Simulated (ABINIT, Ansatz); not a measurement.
## Tc (P6_3/mmc): phonons by linear response

Aim: the phonon dispersion of Tc (P6_3/mmc), checked by a second program.

Main program and level: ABINIT 10.8.3; DFT LDA, scalar-relativistic, plane waves, PseudoDojo norm-conserving pseudopotentials.

### Step 1. Set-up

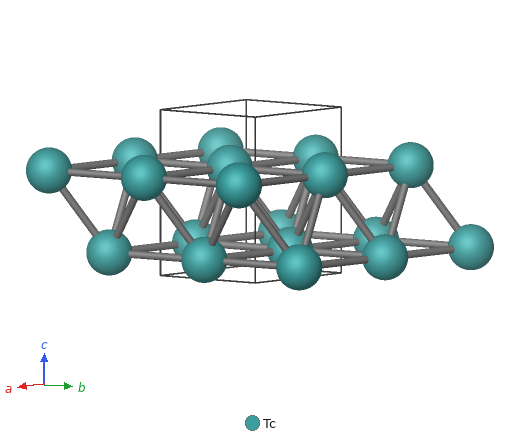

The starting structure, seen from a free direction (technetium teal). 3×3×1 cells are drawn.

As a file:

```
Tc
1.0
     2.74000    0.00000    0.00000
    -1.37000    2.37291    0.00000
     0.00000    0.00000    4.39800
Tc
2
Direct
  0.33333 0.66667 0.25000
  0.66667 0.33333 0.75000
```

### Step 2. A first look

A first run with smearing and empty bands tells whether the crystal has a gap, which decides between fixed occupations and smearing later on.

Contents of probe.abi:

```
# ground state
tolvrs 1.0d-08
prtden 1
prtwf 1

# basis, mesh and filling
ecut 38.0
ngkpt 9 9 4
nshiftk 1
shiftk 0.0 0.0 0.0
istwfk *1
occopt 7
tsmear 0.005
nband 23
nstep 100
diemac 9.0
prtebands 0
prtgsr 0

# cell and atoms
acell 5.177849582 5.177849582 8.311015496
rprim 
    1.0 0.0 0.0
    -0.5 0.8660254038 0.0
    0.0 0.0 1.0
ntypat 1
znucl 43
natom 2
typat 1 1
xred 
    1/3 2/3 0.25
    2/3 1/3 0.75
pp_dirpath "./pseudo"
pseudos "Tc.upf"
```

Launch:

```bash
> OMP_NUM_THREADS=1 mpirun -n 16 abinit probe.abi > probe.log
```

Numbers of over 12 decimals in the logs are rounded to 6 here.

probe.abo, the main output file:

```text
[banners, grids, parts of the stress and lines that vanish by symmetry left out]
- input  file    -> probe.abi
- output file    -> probe.abo
- root for input  files -> probei
[...]
Symmetries : space group P6_3/m m c (#194); Bravais hP (primitive hexag.)
[...]
mpw =        2196          nfft =       43200          nkpt =          36
[...]
== DATASET  1 ==================================================================
[...]
-    --> not optimal distribution: autoparal keyword recommended in input file <--
[...]
cutoff_energies: {ecut:  38.0, pawecutdg:  -1.0, }
[...]
ETOT  1  -169.75454170880    -1.698E+02 1.737E-01 5.057E+01
 ETOT  2  -169.83901384712    -8.447E-02 1.886E-02 2.815E+01
 ETOT  3  -169.84731306388    -8.299E-03 2.677E-03 1.143E-02
 ETOT  4  -169.84731958180    -6.518E-06 2.824E-03 2.484E-04
 ETOT  5  -169.84731964887    -6.707E-08 1.524E-03 2.892E-05
 ETOT  6  -169.84731965963    -1.076E-08 7.407E-04 1.506E-08
 ETOT  7  -169.84731965964    -4.263E-12 4.129E-04 8.747E-11
 At SCF step    7       vres2   =  8.75E-11 < tolvrs=  1.00E-08 =>converged.
[...]
sigma(1 1)=  3.68367233E-04  sigma(3 2)=  0.00000000E+00
  sigma(2 2)=  3.68367232E-04  sigma(3 1)=  0.00000000E+00
  sigma(3 3)=  5.03078157E-04  sigma(2 1)=  0.00000000E+00
[...]
convergence: {deltae: -4.263E-12, res2:  8.747E-11, residm:  4.129E-04, diffor: null, }
etotal    :  -1.69847320E+02
[...]
sigma(1 1)=  3.68367233E-04  sigma(3 2)=  0.00000000E+00
  sigma(2 2)=  3.68367232E-04  sigma(3 1)=  0.00000000E+00
  sigma(3 3)=  5.03078157E-04  sigma(2 1)=  0.00000000E+00
[...]
- sigma(1 1)=  1.08377382E+01  sigma(3 2)=  0.00000000E+00
- sigma(2 2)=  1.08377381E+01  sigma(3 1)=  0.00000000E+00
- sigma(3 3)=  1.48010704E+01  sigma(2 1)=  0.00000000E+00
[...]
fcart      3.6402209573E-28 -1.5012018211E-28 -0.0000000000E+00
           strten      3.6836723281E-04  3.6836723189E-04  5.0307815656E-04
================================================================================

[key lines of the parts left out:]
pressure_GPa:  -1.2159E+01
```

Elapsed: 8.4 s, on 16 MPI ranks of Arm Neoverse N1, shared host.

This step gave:

```yaml
volume_per_atom: 14.30 Å³
pressure: -12.16 GPa
gap_on_the_k_mesh: 0 eV
```

No gap opens on this mesh, so smearing is kept; the printed pressure holds the stress of the finite basis too.

### Step 3. Relaxation

The harmonic expansion needs vanishing forces, and a free crystal bears no stress, so cell and atoms are brought to rest. Stress is more sensitive to the basis than forces are: the last 3 Ha under the cutoff are smoothed with ecutsm, and the cutoff is raised above that of the later runs.

Contents of relax.abi:

```
# relaxation
ionmov 2
optcell 2
dilatmx 1.08
ntime 40
tolmxf 1.0d-05
tolvrs 1.0d-14
prtwf 0
prtden 0
chksymtnons 0

# basis, mesh and filling
ecut 47.0
ecutsm 3.0
ngkpt 12 12 6
nshiftk 1
shiftk 0.0 0.0 0.0
istwfk *1
occopt 7
tsmear 0.01
nband 23
nstep 100
diemac 1000000.0
prtebands 0
prtgsr 0

# cell and atoms
acell 5.177849582 5.177849582 8.311015496
rprim 
    1.0 0.0 0.0
    -0.5 0.8660254038 0.0
    0.0 0.0 1.0
ntypat 1
znucl 43
natom 2
typat 1 1
xred 
    1/3 2/3 0.25
    2/3 1/3 0.75
pp_dirpath "./pseudo"
pseudos "Tc.upf"
```

Launch:

```bash
> OMP_NUM_THREADS=1 mpirun -n 16 abinit relax.abi > relax.log
```

relax.abo, the main output file:

```text
[banners, grids, parts of the stress and lines that vanish by symmetry left out]
- input  file    -> relax.abi
- output file    -> relax.abo
- root for input  files -> relaxi
[...]
Symmetries : space group P6_3/m m c (#194); Bravais hP (primitive hexag.)
[...]
mpw =        3771          nfft =       77760          nkpt =          76
[...]
== DATASET  1 ==================================================================
[...]
cutoff_energies: {ecut:  47.0, pawecutdg:  -1.0, }
[...]
ETOT  1  -169.75431517580    -1.698E+02 1.443E-01 8.600E+01
 ETOT  2  -169.84316135150    -8.885E-02 1.716E-02 3.651E+01
 ETOT  3  -169.84911298182    -5.952E-03 6.739E-03 2.526E-03
 ETOT  4  -169.84911660864    -3.627E-06 2.480E-03 1.176E-04
 ETOT  5  -169.84911662841    -1.977E-08 1.195E-03 7.492E-06
[...]
At SCF step    9       vres2   =  1.76E-15 < tolvrs=  1.00E-14 =>converged.
[...]
sigma(1 1)=  3.62483984E-04  sigma(3 2)=  0.00000000E+00
  sigma(2 2)=  3.62483983E-04  sigma(3 1)=  0.00000000E+00
  sigma(3 3)=  4.35561666E-04  sigma(2 1)=  0.00000000E+00
[...]
convergence: {deltae:  3.524E-12, res2:  1.759E-15, residm:  5.981E-04, diffor: null, }
etotal    :  -1.69849117E+02
[...]
ETOT  1  -169.83672096253    -1.698E+02 2.606E+03 9.388E+01
[...]
At SCF step    9       vres2   =  5.70E-16 < tolvrs=  1.00E-14 =>converged.
[...]
sigma(1 1)= -1.30639009E-06  sigma(3 2)=  0.00000000E+00
  sigma(2 2)= -1.30639107E-06  sigma(3 1)=  0.00000000E+00
  sigma(3 3)=  4.30163323E-05  sigma(2 1)=  0.00000000E+00
[...]
convergence: {deltae: -1.307E-12, res2:  5.699E-16, residm:  2.887E-05, diffor: null, }
etotal    :  -1.69850503E+02
[...]
ETOT  1  -169.85047151301    -1.699E+02 3.809E-03 2.584E-01
[...]
At SCF step    8       vres2   =  9.76E-16 < tolvrs=  1.00E-14 =>converged.
[...]
sigma(1 1)= -1.10815435E-05  sigma(3 2)=  0.00000000E+00
  sigma(2 2)= -1.10815445E-05  sigma(3 1)=  0.00000000E+00
  sigma(3 3)=  1.61149323E-05  sigma(2 1)=  0.00000000E+00
[...]
convergence: {deltae:  9.948E-13, res2:  9.765E-16, residm:  2.019E-06, diffor: null, }
etotal    :  -1.69850510E+02
[...]
ETOT  1  -169.85048616645    -1.699E+02 1.933E-03 1.712E-01
[...]
At SCF step    8       vres2   =  5.58E-17 < tolvrs=  1.00E-14 =>converged.
[...]
sigma(1 1)= -6.56540353E-06  sigma(3 2)=  0.00000000E+00
  sigma(2 2)= -6.56540451E-06  sigma(3 1)=  0.00000000E+00
  sigma(3 3)= -2.09598670E-07  sigma(2 1)=  0.00000000E+00
[...]
convergence: {deltae: -3.041E-12, res2:  5.584E-17, residm:  1.552E-06, diffor: null, }
etotal    :  -1.69850514E+02
[...]
ETOT  1  -169.85051074951    -1.699E+02 3.418E-03 2.009E-02
[...]
At SCF step    7       vres2   =  9.19E-15 < tolvrs=  1.00E-14 =>converged.
[...]
sigma(1 1)= -1.17666801E-06  sigma(3 2)=  0.00000000E+00
  sigma(2 2)= -1.17666899E-06  sigma(3 1)=  0.00000000E+00
  sigma(3 3)= -9.82127720E-07  sigma(2 1)=  0.00000000E+00
[...]
convergence: {deltae: -2.018E-12, res2:  9.194E-15, residm:  3.844E-07, diffor: null, }
etotal    :  -1.69850514E+02
[...]
ETOT  1  -169.85051389537    -1.699E+02 3.370E-07 6.161E-04
[...]
At SCF step    7       vres2   =  1.30E-15 < tolvrs=  1.00E-14 =>converged.
[...]
sigma(1 1)= -5.46221882E-08  sigma(3 2)=  0.00000000E+00
  sigma(2 2)= -5.46231674E-08  sigma(3 1)=  0.00000000E+00
  sigma(3 3)= -1.25250764E-07  sigma(2 1)=  0.00000000E+00
[...]
convergence: {deltae:  5.969E-13, res2:  1.297E-15, residm:  5.835E-07, diffor: null, }
etotal    :  -1.69850514E+02
[...]
ETOT  1  -169.85051398591    -1.699E+02 5.081E-07 5.146E-06
[...]
ETOT  5  -169.85051398667     1.648E-12 1.389E-07 1.162E-12
 ETOT  6  -169.85051398667    -7.958E-13 3.452E-07 1.950E-15
 At SCF step    6       vres2   =  1.95E-15 < tolvrs=  1.00E-14 =>converged.
[...]
sigma(1 1)=  1.05330997E-09  sigma(3 2)=  0.00000000E+00
  sigma(2 2)=  1.05233080E-09  sigma(3 1)=  0.00000000E+00
  sigma(3 3)= -4.51316043E-09  sigma(2 1)=  0.00000000E+00
[...]
convergence: {deltae: -7.958E-13, res2:  1.950E-15, residm:  3.452E-07, diffor: null, }
etotal    :  -1.69850514E+02
[...]
At Broyd/MD step   7, gradients are converged :
[...]
sigma(1 1)=  1.05330997E-09  sigma(3 2)=  0.00000000E+00
  sigma(2 2)=  1.05233080E-09  sigma(3 1)=  0.00000000E+00
  sigma(3 3)= -4.51316043E-09  sigma(2 1)=  0.00000000E+00
[...]
- sigma(1 1)=  3.09894492E-05  sigma(3 2)=  0.00000000E+00
- sigma(2 2)=  3.09606409E-05  sigma(3 1)=  0.00000000E+00
- sigma(3 3)= -1.32781764E-04  sigma(2 1)=  0.00000000E+00
[...]
fcart      1.5759663056E-28  9.0988457077E-29 -0.0000000000E+00
           strten      1.0533099705E-09  1.0523307954E-09 -4.5131604322E-09
================================================================================

[key lines of the parts left out:]
pressure_GPa:   2.3611E-05
Total energy (etotal) [Ha]= -1.69850513986671E+02
```

Elapsed: 2.2 min, on 16 MPI ranks.

Relaxation path:

| step | energy less that of the first step (eV) | largest force (eV/Å) | volume (Å³) |
| --- | --- | --- | --- |
| 1 | 0.0000 | 0.0000 | 28.59 |
| 2 | -0.0377 | 0.0000 | 27.61 |
| 3 | -0.0379 | 0.0000 | 27.57 |
| 4 | -0.0380 | 0.0000 | 27.57 |
| 5 | -0.0380 | 0.0000 | 27.58 |
| 6 | -0.0380 | 0.0000 | 27.58 |
| 7 | -0.0380 | 0.0000 | 27.58 |

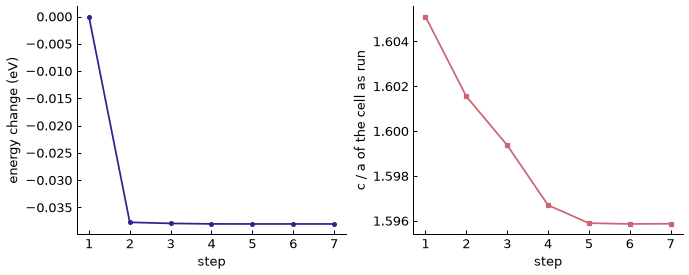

Energy and cell shape along the relaxation.

| conventional cell, symmetrised | before | after | change |
| --- | --- | --- | --- |
| a (Å) | 2.740 | 2.712 | -1.0 % |
| b (Å) | 2.740 | 2.712 | -1.0 % |
| c (Å) | 4.398 | 4.329 | -1.6 % |
| volume (Å³/atom) | 14.30 | 13.79 | -3.5 % |

Final coordinates:

```cif
data_structure
_symmetry_space_group_name_H-M 'P 1'
_symmetry_Int_Tables_number 1
_cell_length_a 2.7124
_cell_length_b 2.7124
_cell_length_c 4.3286
_cell_angle_alpha 90.000
_cell_angle_beta 90.000
_cell_angle_gamma 120.000
_cell_volume 27.58
loop_
_atom_site_label
_atom_site_type_symbol
_atom_site_fract_x
_atom_site_fract_y
_atom_site_fract_z
_atom_site_occupancy
Tc1 Tc 0.33333 0.66667 0.25000 1
Tc2 Tc 0.66667 0.33333 0.75000 1
```

This step gave:

- volume per atom: 13.79 Å³
- pressure: 2.36e-5 GPa

The volume changes by -3.5 % in this run and stands -3.5 % from the first cell.

### Step 4. Ground state

First-order wavefunctions inherit every error of the ground state, hence the very tight tolvrs. Smearing stays on, as the first look found no gap above 0.3 eV.

Contents of gs.abi:

```
# ground state
tolvrs 1.0d-16
prtden 1
prtwf 1

# basis, mesh and filling
ecut 38.0
ngkpt 12 12 6
nshiftk 1
shiftk 0.0 0.0 0.0
istwfk *1
occopt 7
tsmear 0.01
nband 23
nstep 100
diemac 1000000.0
prtebands 0
prtgsr 0

# cell and atoms
acell 5.125703285 5.125703285 8.179959573
rprim 
    1.0 0.0 0.0
    -0.5 0.8660254038 0.0
    0.0 0.0 1.0
ntypat 1
znucl 43
natom 2
typat 1 1
xred 
    1/3 2/3 0.25
    2/3 1/3 0.75
pp_dirpath "./pseudo"
pseudos "Tc.upf"
```

Launch:

```bash
> OMP_NUM_THREADS=1 mpirun -n 16 abinit gs.abi > gs.log
```

gs.abo, the main output file:

```text
[banners, grids, parts of the stress and lines that vanish by symmetry left out]
- input  file    -> gs.abi
- output file    -> gs.abo
- root for input  files -> gsi
[...]
Symmetries : space group P6_3/m m c (#194); Bravais hP (primitive hexag.)
[...]
mpw =        2100          nfft =       43200          nkpt =          76
[...]
== DATASET  1 ==================================================================
[...]
cutoff_energies: {ecut:  38.0, pawecutdg:  -1.0, }
[...]
ETOT  1  -169.76430797478    -1.698E+02 2.698E-01 4.676E+01
 ETOT  2  -169.84483780306    -8.053E-02 2.053E-02 1.895E+01
 ETOT  3  -169.85023871974    -5.401E-03 1.150E-02 3.618E-03
 ETOT  4  -169.85024326368    -4.544E-06 4.841E-03 4.799E-05
 ETOT  5  -169.85024327525    -1.157E-08 2.750E-03 2.371E-06
[...]
ETOT  9  -169.85024327610     7.958E-13 2.855E-04 8.623E-16
 ETOT 10  -169.85024327610     9.379E-13 1.272E-04 1.000E-17
 At SCF step   10       vres2   =  1.00E-17 < tolvrs=  1.00E-16 =>converged.
[...]
sigma(1 1)=  2.23258575E-05  sigma(3 2)=  0.00000000E+00
  sigma(2 2)=  2.23258566E-05  sigma(3 1)=  0.00000000E+00
  sigma(3 3)=  2.25416706E-05  sigma(2 1)=  0.00000000E+00
[...]
convergence: {deltae:  9.379E-13, res2:  1.000E-17, residm:  1.272E-04, diffor: null, }
etotal    :  -1.69850243E+02
[...]
sigma(1 1)=  2.23258575E-05  sigma(3 2)=  0.00000000E+00
  sigma(2 2)=  2.23258566E-05  sigma(3 1)=  0.00000000E+00
  sigma(3 3)=  2.25416706E-05  sigma(2 1)=  0.00000000E+00
[...]
- sigma(1 1)=  6.56849406E-01  sigma(3 2)=  0.00000000E+00
- sigma(2 2)=  6.56849378E-01  sigma(3 1)=  0.00000000E+00
- sigma(3 3)=  6.63198845E-01  sigma(2 1)=  0.00000000E+00
[...]
fcart      5.2532210185E-29 -9.0988457073E-29 -6.4292160059E-31
           strten      2.2325857537E-05  2.2325856558E-05  2.2541670571E-05
================================================================================

[key lines of the parts left out:]
pressure_GPa:  -6.5897E-01
```

Run time: 15 s. Hardware: 16 MPI ranks.

This step gave:

```
pressure : -0.6590 GPa
```

The cell stands at -0.66 GPa: the relaxation ran with a smoothed and higher cutoff, and the difference is a stress of the finite basis.

[end of part 1 of 4]

[Host names and launcher messages were left out of these logs when they were recorded.]

[Logs are printed without paths, hosts, clocks, repeated set-up lines and the standing remarks that a program may print on its own settings, such as how far it seeks lower states.]

[Hosts, paths, dates, database ids (printed as entryN), source tags and the programs' standing remarks are cut or masked in the printed files.]
